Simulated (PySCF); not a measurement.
## A study: CH4AsN, SMILES `C#N.[AsH3]`

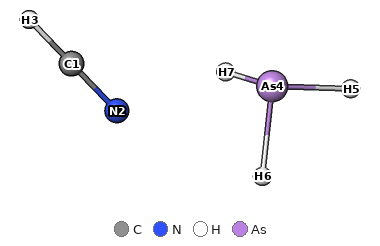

The molecule, with its atoms numbered as below.

Coordinates in Å:

```
C1      -2.7192    0.2407    0.0061
N2      -1.8396   -0.4819   -0.0072
H3      -3.5339    0.9175    0.0089
As4      0.8718    0.0651    0.0504
H5       2.3624    0.0900   -0.1349
H6       0.8874   -1.4154   -0.0937
H7       0.7071    0.1891   -1.4279
```

Part 1: Bonding charge

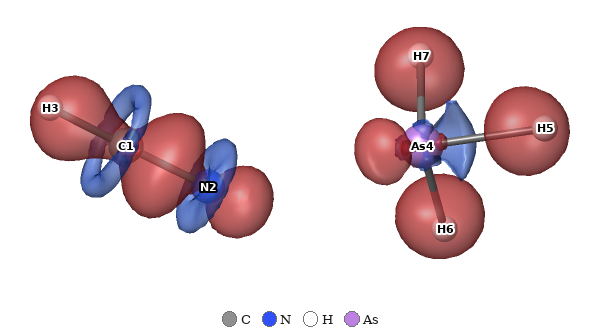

Deformation density (molecule less spherical, spin-averaged free atoms at the same positions), surfaces at ±0.11 e/Å³; red: gain, blue: loss.

Method: TPSS/def2-SVPD; geometry: an unrelaxed start of a pair search; program: PySCF.

Q: Describe the bonding that the map shows.

A: C1–N2: +0.86 e/Å³ at the bond critical point (bond length 1.14 Å). C1–H3: +0.74 e/Å³ at the bond critical point (bond length 1.06 Å). As4–H6: +0.23 e/Å³ at the bond critical point (bond length 1.49 Å). As4–H7: +0.23 e/Å³ at the bond critical point (bond length 1.49 Å). As4–H5: +0.21 e/Å³ at the bond critical point (bond length 1.50 Å). In all, 1.4 electrons gather in the regions of gain relative to the promolecule.

Q: Where do the Hirshfeld charges lie?

A: The highest Hirshfeld charge is on H3 (+0.12 e), the lowest on N2 (−0.14 e).

Part 2: Bond critical points

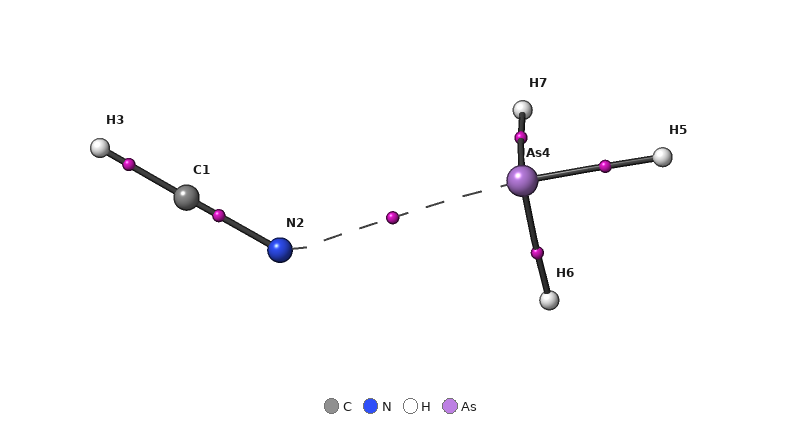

Molecular graph of the electron density (QTAIM): bond paths, bond critical points (magenta), ring points (cyan, if any); weak paths are dashed.

Q: How many critical points of each kind are there, and does the count close?

A: 7 nuclei, 6 bond, 0 ring and 0 cage critical points: 7 − 6 + 0 − 0 = 1, as the Poincaré–Hopf relation requires.

Q: Give the properties at the bond critical points.

A:
| bond | length (Å) | ρ (a.u.) | ∇²ρ (a.u.) | ε | H (a.u.) |
| --- | --- | --- | --- | --- | --- |
| C1–N2 | 1.138 | 0.480 | +0.46 | 0.01 | −0.897 |
| C1–H3 | 1.059 | 0.290 | −1.23 | 0.00 | −0.336 |
| As4–H6 | 1.488 | 0.156 | −0.06 | 0.03 | −0.112 |
| As4–H7 | 1.493 | 0.154 | −0.06 | 0.04 | −0.110 |
| As4–H5 | 1.502 | 0.151 | −0.05 | 0.03 | −0.106 |
| N2–As4 | 2.767 | 0.021 | +0.07 | 0.07 | +0.002 |

Q: What kind of interaction is As4–H5?

A: Shared-shell (covalent): ρ = 0.151, ∇²ρ = −0.05, H = −0.106 a.u.

Q: Are there bond paths between atoms that aren't covalently bonded?

A: Yes: N2–As4 (2.77 Å, ρ = 0.021).

Part 3: Electrostatic potential

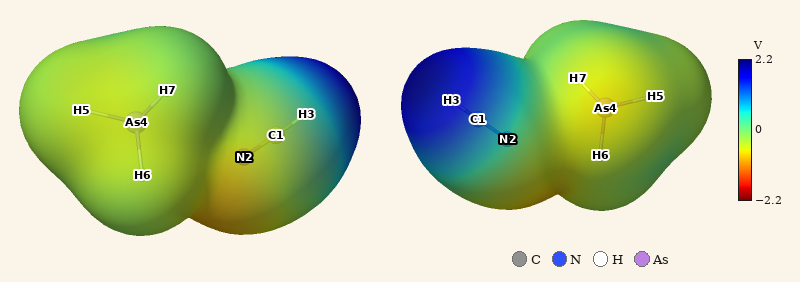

Electrostatic potential on the surface of electron density 0.001 a.u. (back view left, front view right).

Q: Where are the extremes of the potential on the surface?

A: Highest: 2.17 V, 1.2 Å from H3. Further maxima include 0.17 V, near H7 (2.12 Å), As4 (2.15 Å) and H5 (2.31 Å); 0.11 V, near H6 (2.08 Å), As4 (2.15 Å) and H5 (2.27 Å). Lowest: −1.01 V, 1.9 Å from N2. Further minima include −0.68 V, 2.4 Å from As4; −0.49 V, 1.7 Å from H5. The surface is sampled at points, so like sites can differ by a few per cent and only the strongest of them is named.

Q: What volume does the surface enclose, and what is the dipole moment?

A: About 100 Å³; the dipole moment is 3.3 D.

The PySCF run shown took 21 s on 1 thread of Arm Neoverse V1, with other jobs on the host.
